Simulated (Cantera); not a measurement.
Input: 1 mol Cu2O, 0.89 mol H2, 0.43 mol N2, at 0.133 bar.

Equilibrium computed with Cantera from the NASA thermochemical tables; the gas is ideal and each condensed phase is pure. Candidate condensed phases: Cu, CuO, Cu(OH)2, Cu2O, H2O; 27 gas species. Each liquid is taken as pure. Mutual solubility and eutectic melting of coexisting phases are not modelled. Kinetics and transport are ignored.

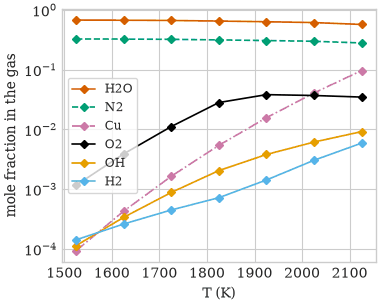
*Equilibrium gas composition (values under 1e-9 drawn at 1e-9)*

From 1525 K to 1825 K the condensed part is Cu(l) + Cu2O(l). From 1925 K to 2125 K the condensed part is Cu(l). The main Cu-bearing gas is Cu throughout.
